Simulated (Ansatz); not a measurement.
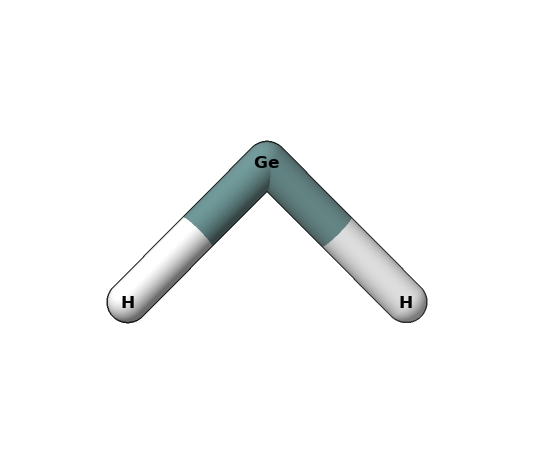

The picture shows a molecular structure as a stick model. Every bond is drawn as one stick, whatever its order.

Count the atoms of each element.

GeH₂, 3 atoms: 1 germanium and 2 hydrogen.

Count the bonded pairs by element.

2 Ge–H. Sticks follow a distance rule.

Give the symmetry (Schoenflies symbol).

C2v.

The parts below concern this one geometry. Atoms keep their numbers from picture to picture. The geometry was computed by an optimisation with PBE0-D4/def2-TZVP.

### Geometry

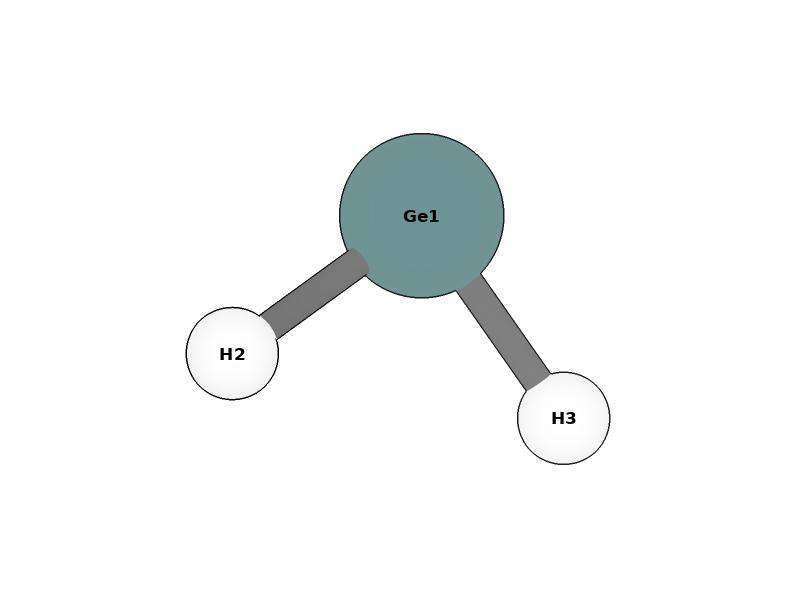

Numbered structure.

List the bonds and their lengths.

```
  bond  length (Å)
Ge1–H2       1.594
Ge1–H3       1.594
```

### Electronic properties

Method: RKS PBE0-D4/def2-TZVP (Ansatz 0.2.0).

Computed properties:

- dipole moment: 0.15 D
- harmonic zero-point energy: 28.7 kJ/mol

### Vibrations

Harmonic vibrations computed with RKS PBE0-D4/def2-TZVP (Ansatz 0.2.0) at a stationary point of the same level.

How many vibrational modes are there, and where do they lie?

3 modes: 934, 1928, 1937 cm⁻¹.

### Charges

The questions are on Mulliken charges. Method: RKS PBE0-D4/def2-TZVP (Ansatz 0.2.0).

Give the Mulliken charges atom by atom.

```tsv
atom	value (e)
Ge1	0.03
H2	−0.01
H3	−0.01
```

Mulliken values depend strongly on the basis set and can even reverse the polarity of a bond.
